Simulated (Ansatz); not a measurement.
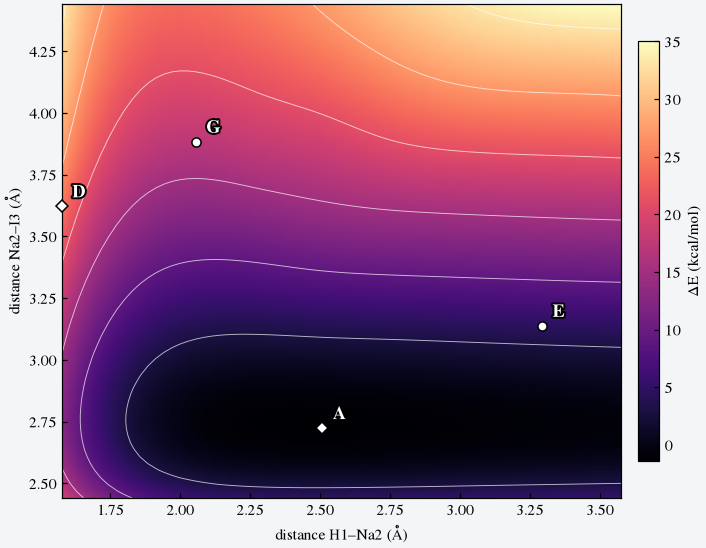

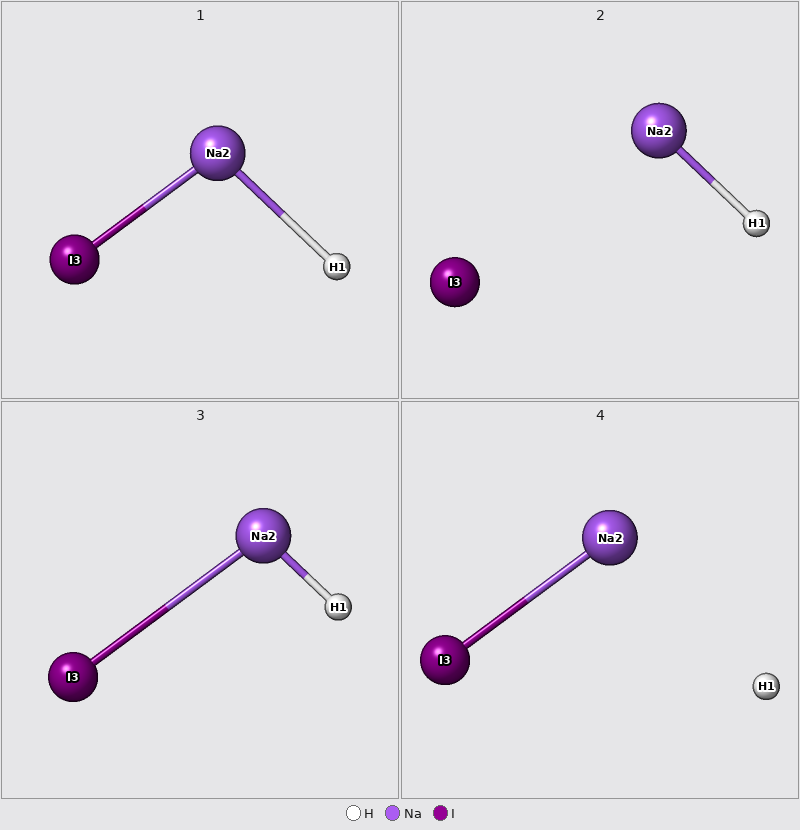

The system H + NaI, spin multiplicity 2. 
- First axis: distance H1–Na2. Second axis: distance Na2–I3.
- Nothing is relaxed (the angle H1–Na2–I3 is fixed at 100 degrees).
- The scan uses a 10 × 10 grid.
- Points are written as (first, second).
- All energies are given in kcal/mol relative to H far from the relaxed NaI (each part in its own basis).
- All numbers below come from UKS PBE0-D4/def2-SVPD in Ansatz 0.2.0.

The picture shows a smooth colour map with a few white contour lines, lettered points. Between grid points the surface is interpolated. The numbered pictures are the structures at these points, in random order.

Which structure belongs to which point?

A is structure 1: (2.507 Å, 2.723 Å), −1.4 kcal/mol; D is structure 3: (1.576 Å, 3.621 Å), 24.8 kcal/mol; E is structure 4: (3.292 Å, 3.137 Å), 4.6 kcal/mol; G is structure 2: (2.055 Å, 3.883 Å), 17.3 kcal/mol.
